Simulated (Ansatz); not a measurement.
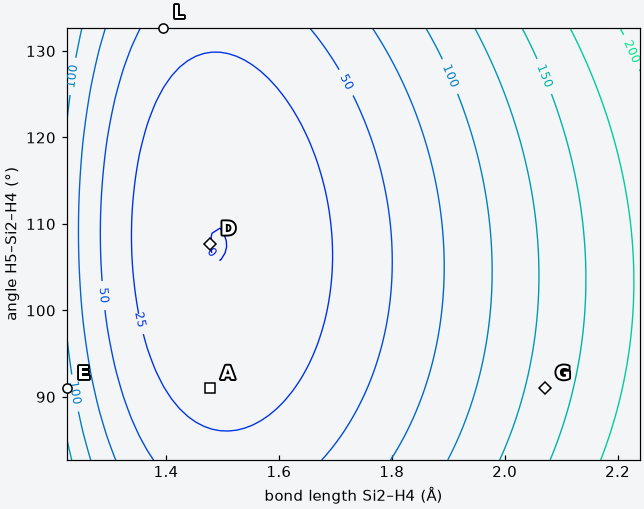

AlH4Si, SMILES [AlH][SiH3], spin multiplicity 2. 
- First axis: bond length Si2–H4. Second axis: angle H5–Si2–H4.
- Nothing is relaxed (all other coordinates rigid).
- The scan uses a 13 × 13 grid.
- Points are written as (first, second).
- Energies: kJ/mol, counted from the lowest grid point.
- Level of theory: UKS PBE0-D4/def2-TZVP in Ansatz 0.2.0.

The picture shows contour lines labelled in kJ/mol, lettered points. Between grid points the surface is interpolated.

### What kind of point is each of D, G: minimum, saddle, maximum or slope?

D: minimum; G: on a slope. (In these two coordinates alone; a stationary point may lie a little off the grid point.)

### Rank the lettered points by energy, lowest first.

D (0 kJ/mol), A (15 kJ/mol), L (40 kJ/mol), E (111 kJ/mol), G (135 kJ/mol).
